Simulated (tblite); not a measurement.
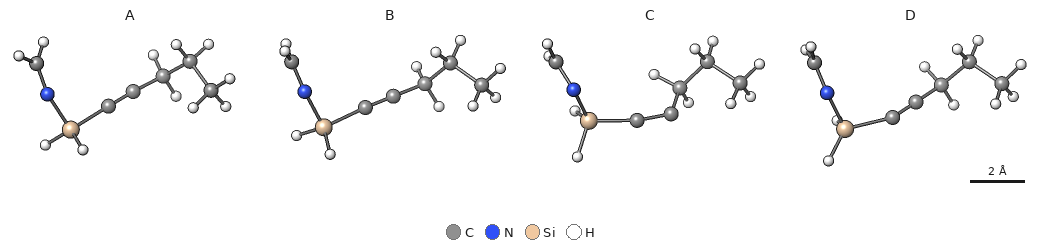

4 geometries from one relaxation of C6H11NSi (charge +1, multiplicity 2), in shuffled order. Style: ball-and-stick. Shown at a tilt.

Level of theory: tblite 0.8.0, GFN2-xTB geometry optimisation, gas phase. 

> Order the frames from highest to lowest energy.

C, D, B, A. They are steps 0, 20, 51, 142, at +54.4 kcal/mol, +10.8 kcal/mol, +1.90 kcal/mol relative to the last. The energy falls by 54.4 kcal/mol in 142 geometry steps. The largest moves after the best rigid fit, 1.47 Å, are those of C and H atoms. By element the largest moves are H 1.47 Å, C 1.46 Å, N 0.41 Å, Si 0.40 Å. Near-neighbour distances that change, for instance: C–C 1.322 → 1.213 Å, C–C 1.516 → 1.435 Å, C–H 1.134 → 1.092 Å, C–N 1.267 → 1.226 Å. Among the angles between lasting bonds that change: C–C–C 116.7° → 176.8°, C–N–Si 123.9° → 155.8°, Si–C–C 164.4° → 178.1°. Groups turn about N–Si by about 85°. Cost: 1.1 s on 1 thread of Arm Neoverse V2 (shared host).
